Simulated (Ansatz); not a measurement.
Crystal: Cs2IBr, coordinates from a relaxation with DFT PBEsol, scalar-relativistic, plane waves, PAW (Ansatz); the starting structure was generated, so it need not be a known form of this composition.

```
Cs I Br
1.0
     5.22867    0.00000    0.00000
    -2.61433    4.52816    0.00000
     0.00000    0.00000   25.81361
Cs I Br
6 3 3
Direct
  0.33333 0.66667 0.91113
  0.00000 0.00000 0.75554
  0.00000 0.00000 0.24446
  0.66667 0.33333 0.08887
  0.66667 0.33333 0.57780
  0.33333 0.66667 0.42220
  0.00000 0.00000 0.00000
  0.66667 0.33333 0.33333
  0.33333 0.66667 0.66667
  0.66667 0.33333 0.83333
  0.33333 0.66667 0.16667
  0.00000 0.00000 0.50000
```

What does its first Brillouin zone look like, and which path through it is standard?

Answer. It has a rhombohedral lattice (hR; extended symbol hR1). The zone is a truncated octahedron in its combinatorial type: 14 faces (6 with 4 edges, 8 with 6 edges), 36 edges, 24 vertices. Path: Γ–T–H₂ | H₀–L–Γ–S₀ | S₂–F–Γ.

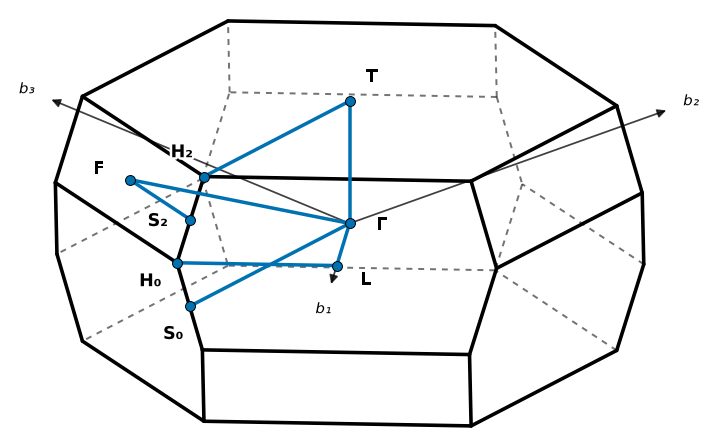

Labels and path follow the convention of Hinuma et al. (2017), as computed by seekpath; the arrows show the directions of the reciprocal primitive vectors b₁, b₂, b₃, in which coordinates are given; lengths include the factor 2π.

```csv
point,k₁,k₂,k₃,length of k (1/Å)
Γ,0,0,0,0.000
T,1/2,1/2,1/2,0.365
L,1/2,0,0,0.704
F,1/2,0,1/2,0.735
S₀,0.344,−0.344,0,0.826
S₂,0.656,0,0.344,0.826
H₀,1/2,−0.187,0.187,0.836
H₂,0.813,0.187,1/2,0.836
```
